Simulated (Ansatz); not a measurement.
# Nudged elastic band of WH4Cl2O (part 1 of 2)

- system: WH4Cl2O
- method: RKS B3LYP-D4/def2-SVP (Ansatz 0.2.0)

The run did not end well. It belongs to a series of runs on one base structure; here: band between the two ends.

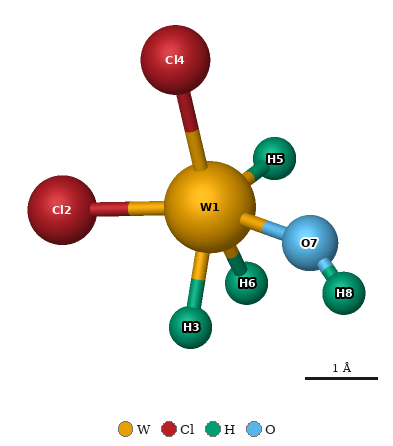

**Figure 1.** The starting structure (ball-and-stick view, seen at a tilt; atoms are numbered from 1 in the order of the input). Sticks mark near contacts.

**Input file**
```yaml
crystal:
  periodic: [false, false, false]
  atoms:
    - { symbol: W, position_ang: [0.181466, 0.370442, 0.097874] }
    - { symbol: Cl, position_ang: [0.854163, 0.157531, 2.273165] }
    - { symbol: H, position_ang: [1.465179, -0.722432, -0.084841] }
    - { symbol: Cl, position_ang: [-0.486424, 2.627136, 0.424996] }
    - { symbol: H, position_ang: [-1.353462, -0.28277, 0.21985] }
    - { symbol: H, position_ang: [0.075635, -1.332622, 0.075785] }
    - { symbol: O, position_ang: [0.278515, 0.447391, -1.734088] }
    - { symbol: H, position_ang: [0.734027, 0.197723, -2.54854] }
basis:
  gaussian: { orbitals: def2-SVP }
hamiltonian:
  xc: b3lyp
  dispersion: d4
neb:
  order_check: false
  images: 7
  f_tol: 0.05
  max_iterations: 26
  final_atoms:
    - { symbol: W, position_ang: [0.01179995, 0.82886303, -0.64572334] }
    - { symbol: Cl, position_ang: [0.76175584, -1.17626835, 2.6654257] }
    - { symbol: H, position_ang: [0.57751212, -0.78763752, 1.42699401] }
    - { symbol: Cl, position_ang: [-0.41936003, 2.66463586, 0.601446] }
    - { symbol: H, position_ang: [-0.98186889, -0.27669757, 0.13966885] }
    - { symbol: H, position_ang: [1.50762506, 0.40734749, -0.00430134] }
    - { symbol: O, position_ang: [0.15508687, -0.03243569, -2.25209081] }
    - { symbol: H, position_ang: [0.13654808, -0.16540825, -3.20721806] }
  initial_path:
    images:
      - { positions_ang: [[0.181466, 0.370442, 0.097874], [0.854163, 0.157531, 2.273165], [1.465179, -0.722432, -0.084841], [-0.486424, 2.627136, 0.424996], [-1.353462, -0.28277, 0.21985], [0.075635, -1.332622, 0.075785], [0.278515, 0.447391, -1.734088], [0.734027, 0.197723, -2.54854]] }
      - { positions_ang: [[0.13661914, 0.2767109, 0.07280995], [0.9204451, 0.11354944, 2.2884296], [1.55470904, -0.53922931, 0.08766321], [-0.37151029, 2.5666468, 0.32515692], [-1.44454536, -0.21838337, 0.16384352], [0.06243607, -1.43052622, 0.05120161], [0.20984304, 0.34011478, -1.78612795], [0.68110224, 0.35351597, -2.47877585]] }
      - { positions_ang: [[0.09177229, 0.1829798, 0.0477459], [0.98672721, 0.06956788, 2.30369419], [1.64423909, -0.35602662, 0.26016742], [-0.25659657, 2.5061576, 0.22531784], [-1.53562871, -0.15399674, 0.10783703], [0.04923714, -1.52843043, 0.02661822], [0.14117109, 0.23283857, -1.8381679], [0.62817747, 0.50930895, -2.40901171]] }
      - { positions_ang: [[0.04692543, 0.0892487, 0.02268185], [1.05300931, 0.02558631, 2.31895879], [1.73376913, -0.17282392, 0.43267164], [-0.14168286, 2.4456684, 0.12547875], [-1.62671207, -0.08961012, 0.05183055], [0.03603821, -1.62633465, 0.00203483], [0.07249913, 0.12556235, -1.89020785], [0.57525271, 0.66510192, -2.33924756]] }
      - { positions_ang: [[0.00207858, -0.0044824, -0.0023822], [1.11929141, -0.01839525, 2.33422338], [1.82329918, 0.01037877, 0.60517585], [-0.02676915, 2.38517921, 0.02563967], [-1.71779543, -0.02522349, -0.00417594], [0.02283928, -1.72423887, -0.02254856], [0.00382718, 0.01828614, -1.94224779], [0.52232795, 0.82089489, -2.26948342]] }
      - { positions_ang: [[0.00450892, 0.20385396, -0.16321748], [1.02990752, -0.30786352, 2.41702396], [1.51185241, -0.1891253, 0.81063039], [-0.12491687, 2.45504337, 0.16959125], [-1.53381379, -0.08809201, 0.03178526], [0.39403573, -1.19134228, -0.01798676], [0.0416421, 0.00560568, -2.01970855], [0.42588298, 0.57431911, -2.50391708]] }
      - { positions_ang: [[0.00693926, 0.41219031, -0.32405277], [0.94052362, -0.5973318, 2.49982454], [1.20040565, -0.38862937, 1.01608493], [-0.22306459, 2.52490753, 0.31354283], [-1.34983216, -0.15096053, 0.06774646], [0.76523217, -0.65844569, -0.01342495], [0.07945703, -0.00707478, -2.0971693], [0.32943801, 0.32774332, -2.73835074]] }
      - { positions_ang: [[0.0093696, 0.62052667, -0.48488806], [0.85113973, -0.88680007, 2.58262512], [0.88895888, -0.58813344, 1.22153947], [-0.32121231, 2.5947717, 0.45749441], [-1.16585052, -0.21382905, 0.10370766], [1.13642861, -0.1255491, -0.00886315], [0.11727195, -0.01975524, -2.17463006], [0.23299305, 0.08116754, -2.9727844]] }
      - { positions_ang: [[0.01179995, 0.82886303, -0.64572334], [0.76175584, -1.17626835, 2.6654257], [0.57751212, -0.78763752, 1.42699401], [-0.41936003, 2.66463586, 0.601446], [-0.98186889, -0.27669757, 0.13966885], [1.50762506, 0.40734749, -0.00430134], [0.15508687, -0.03243569, -2.25209081], [0.13654808, -0.16540825, -3.20721806]] }
```

Run on 2 threads of Intel Xeon @ 2.50GHz (Skylake/Cascade Lake), 32 GiB of memory available, shared host.

Command:
```bash
ansatz run input.yaml --threads 2 --pin off --max-ram 3072MiB --backend cpu --events-out ev --progress --plain --runs-dir out
```

**What the program printed**
```
Engine: ansatz 0.2.0, x86_64-unknown-linux-gnu
Functional definition: B3LYP
  parameter a0 = 0.2
  parameter ax = 0.72
  parameter ac = 0.81
  exchange = (1 - a0 - ax)*slater_x + ax*b88_x + a0*exact_x
  correlation = (1 - ac)*vwn_rpa_c + ac*lyp_c
1056 factors; integrals over basis functions are off by at most 4.9e-4 eV
mean field evaluation 1: about -28972.2491 eV, gradient 5.2e1 eV
mean field evaluation 2: about -28905.1503 eV, gradient 1.9e2 eV
mean field evaluation 4: about -28977.3013 eV, gradient 6.0e0 eV
mean field evaluation 8: about -28977.4322 eV, gradient 3.8e-1 eV
mean field evaluation 16: about -28977.4326 eV, gradient 3.5e-5 eV
mean field -28977.43260346 eV, -1064.9010065679 hartree, gradient 3.4e-5 eV, S^2 0.000000; 0 other end points of the search recorded, 0 dependent functions left out
the calculation of the forces begins
reference -28977.43290797 eV, -1064.9010177584 hartree; 30, 30 occupied and 72, 72 virtual orbitals, 1056 factors
1058 factors; integrals over basis functions are off by at most 1.0e-3 eV
mean field evaluation 32: about -28975.8297 eV, gradient 3.1e-3 eV
mean field -28975.82974322 eV, -1064.8421025406 hartree, gradient 3.9e-5 eV, S^2 0.000000; 0 other end points of the search recorded, 0 dependent functions left out
[... from here on the field's lines of each further geometry are left out, up to the last ...]
NEB iter   1: max|band force component| = 1.889e1 eV/Å  barrier→ = 6.4199 eV  barrier← = 4.7472 eV  Δτ_max = 0.2000 Å  (333 SCF iters)
NEB iter   2: max|band force component| = 2.644e0 eV/Å  barrier→ = 3.1018 eV  barrier← = 1.4291 eV  Δτ_max = 0.1984 Å  (297 SCF iters)
NEB iter   3: max|band force component| = 2.071e0 eV/Å  barrier→ = 2.3176 eV  barrier← = 0.6448 eV  Δτ_max = 0.2000 Å  (289 SCF iters)
NEB iter   4: max|band force component| = 2.091e0 eV/Å  barrier→ = 2.1803 eV  barrier← = 0.5076 eV  Δτ_max = 0.2000 Å  (285 SCF iters)
NEB iter   5: max|band force component| = 2.055e0 eV/Å  barrier→ = 2.2865 eV  barrier← = 0.6137 eV  Δτ_max = 0.2000 Å  (274 SCF iters)
NEB iter   6: max|band force component| = 1.817e0 eV/Å  barrier→ = 2.2196 eV  barrier← = 0.5468 eV  Δτ_max = 0.2000 Å  (274 SCF iters)
NEB iter   7: max|band force component| = 2.788e0 eV/Å  barrier→ = 2.0948 eV  barrier← = 0.4221 eV  Δτ_max = 0.1036 Å  (279 SCF iters)
NEB iter   8: max|band force component| = 1.497e0 eV/Å  barrier→ = 1.9846 eV  barrier← = 0.3118 eV  Δτ_max = 0.0998 Å  (275 SCF iters)
NEB iter   9: max|band force component| = 1.138e0 eV/Å  barrier→ = 1.9362 eV  barrier← = 0.2634 eV  Δτ_max = 0.2000 Å  (265 SCF iters)
NEB iter  10: max|band force component| = 1.323e0 eV/Å  barrier→ = 2.0610 eV  barrier← = 0.3883 eV  Δτ_max = 0.2000 Å  (275 SCF iters)
NEB iter  11: max|band force component| = 2.297e0 eV/Å  barrier→ = 2.2120 eV  barrier← = 0.5393 eV  Δτ_max = 0.1039 Å  (279 SCF iters)
NEB iter  12: max|band force component| = 1.473e0 eV/Å  barrier→ = 2.0173 eV  barrier← = 0.3445 eV  Δτ_max = 0.0994 Å  (266 SCF iters)
NEB iter  13: max|band force component| = 9.167e-1 eV/Å  barrier→ = 1.9282 eV  barrier← = 0.2554 eV  Δτ_max = 0.1034 Å  (263 SCF iters)
NEB iter  14: max|band force component| = 5.454e-1 eV/Å  barrier→ = 1.9012 eV  barrier← = 0.2284 eV  Δτ_max = 0.1003 Å  (257 SCF iters)
NEB iter  15: max|band force component| = 5.633e-1 eV/Å  barrier→ = 1.8999 eV  barrier← = 0.2271 eV  Δτ_max = 0.0506 Å  (269 SCF iters)
NEB iter  16: max|band force component| = 3.902e-1 eV/Å  barrier→ = 1.8897 eV  barrier← = 0.2170 eV  CI = image 4  Δτ_max = 0.0499 Å  (268 SCF iters)
NEB iter  17: max|band force component| = 3.287e-1 eV/Å  barrier→ = 1.8903 eV  barrier← = 0.2175 eV  CI = image 4  Δτ_max = 0.0505 Å  (263 SCF iters)
NEB iter  18: max|band force component| = 5.227e-1 eV/Å  barrier→ = 1.8855 eV  barrier← = 0.2127 eV  CI = image 4  Δτ_max = 0.0251 Å  (265 SCF iters)
NEB iter  19: max|band force component| = 4.229e-1 eV/Å  barrier→ = 1.8824 eV  barrier← = 0.2097 eV  CI = image 4  Δτ_max = 0.0501 Å  (272 SCF iters)
NEB iter  20: max|band force component| = 4.823e-1 eV/Å  barrier→ = 1.8766 eV  barrier← = 0.2038 eV  CI = image 4  Δτ_max = 0.0994 Å  (264 SCF iters)
NEB iter  21: max|band force component| = 4.977e-1 eV/Å  barrier→ = 1.8726 eV  barrier← = 0.1998 eV  CI = image 4  Δτ_max = 0.1012 Å  (265 SCF iters)
NEB iter  22: max|band force component| = 7.877e-1 eV/Å  barrier→ = 1.8691 eV  barrier← = 0.1963 eV  CI = image 4  Δτ_max = 0.0498 Å  (264 SCF iters)
NEB iter  23: max|band force component| = 6.471e-1 eV/Å  barrier→ = 1.8669 eV  barrier← = 0.1941 eV  CI = image 4  Δτ_max = 0.0499 Å  (267 SCF iters)
NEB iter  24: max|band force component| = 4.891e-1 eV/Å  barrier→ = 1.8643 eV  barrier← = 0.1915 eV  CI = image 4  Δτ_max = 0.1007 Å  (267 SCF iters)
NEB iter  25: max|band force component| = 5.191e-1 eV/Å  barrier→ = 1.8588 eV  barrier← = 0.1860 eV  CI = image 4  Δτ_max = 0.1003 Å  (261 SCF iters)
the calculation of the forces begins
reference -28975.78546536 eV, -1064.8404753591 hartree; 30, 30 occupied and 72, 72 virtual orbitals, 1058 factors
these checks for a lower state are left out or cut short: starts, cluster_reference, orbital_swaps, neighbouring_geometries, increment
1058 factors; integrals over basis functions are off by at most 1.3e-3 eV
mean field -28975.81943342 eV, -1064.8417236623 hartree, gradient 1.3e-5 eV, S^2 0.000000; 0 other end points of the search recorded, 0 dependent functions left out
the calculation of the forces begins
reference -28975.81972722 eV, -1064.8417344595 hartree; 30, 30 occupied and 72, 72 virtual orbitals, 1058 factors
NEB iter  26: max|band force component| = 9.260e-1 eV/Å  barrier→ = 1.8527 eV  barrier← = 0.1799 eV  CI = image 4  Δτ_max = 0.0499 Å  (262 SCF iters)
```

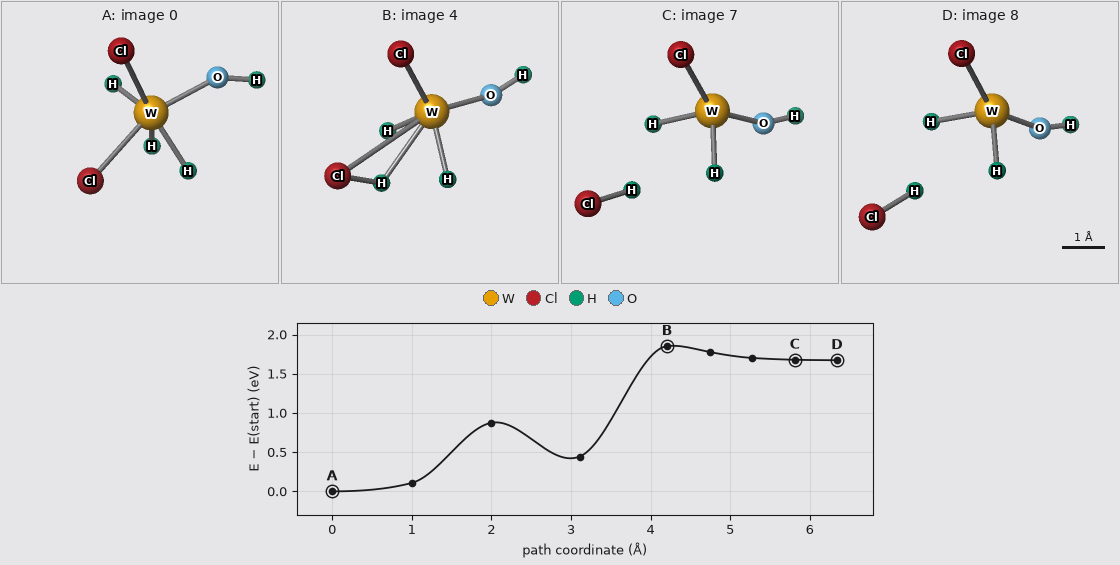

**Figure 2.** Images of the last band (counted from 0; ball-and-stick, seen at a tilt) above the energy along the path; the line is a cubic interpolation that uses the forces. The highest image is number 4, 1.853 eV above the start and 0.180 eV above the end (the climbing image); the end lies 1.673 eV above the start. The path is 6.35 Å long. The band had not converged after 26 iterations.
